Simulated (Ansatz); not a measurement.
Sn (space group I4/mmm)

```
Sn
1.0
   -3.99945     3.99945     2.31381
    3.99945    -3.99945     2.31381
    3.99945     3.99945    -2.31381
Sn
4
Direct
  0.17843   0.17843   0.35686
  0.17843   0.82157   0.00000
  0.82157   0.17843   0.00000
  0.82157   0.82157   0.64314
```

The relaxed cell is deformed in two ways at once: its volume V is scaled, and at that volume it is stretched along z (the c axis of the conventional cell) so that c/a changes. Fractional atomic positions are held.

The numbers are results of PBEsol (plane waves to 420 eV, PAW, scalar-relativistic; Ansatz, an electronic-structure program), not measurements. k mesh 12×12×12 (Γ-centred), Fermi-Dirac smearing 0.05 eV. E stands for the smeared free energy. As the atoms are clamped, bonds stretch with the cell, which overstates energies and stresses. With partly filled bands, the response to shear is sensitive to the k mesh, so small differences along c/a are uncertain. Sn was relaxed with its symmetry unable to fall. This is one of several known forms of Sn; the measured ambient cells at hand have space group No. 141 or 227. ΔE is measured from the relaxed starting cell.

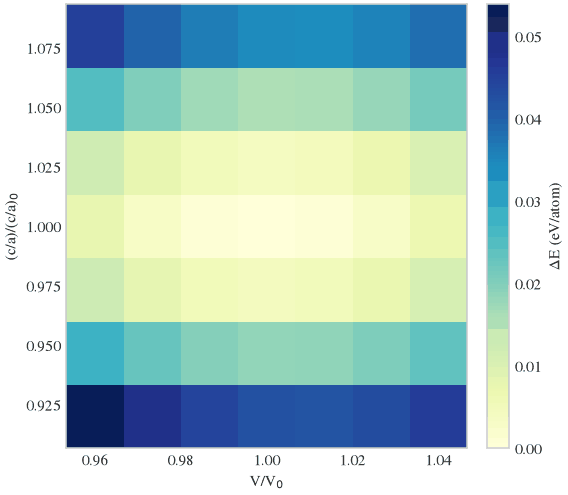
Figure: ΔE (eV/atom) over the 7×7 grid of computed points.

The modulus against c/a change at fixed volume, (3/4V)·∂²E/∂(ln c/a)² (fit, atoms clamped) is 39 GPa, an upper bound as the atoms could relax. Highest place on the grid: V/V₀ = 0.960, (c/a)/(c/a)₀ = 0.920 (54 meV/atom). Lowest place on the grid: V/V₀ = 1.000, (c/a)/(c/a)₀ = 1.000 (0 meV/atom).

Near the relaxed cell σzz − σxx = −2Cδ (compression positive), C being this modulus and δ the logarithm of the ratio.

(A scan under strain: stresses follow from slopes of the energy per volume, elastic moduli from its curvatures.)
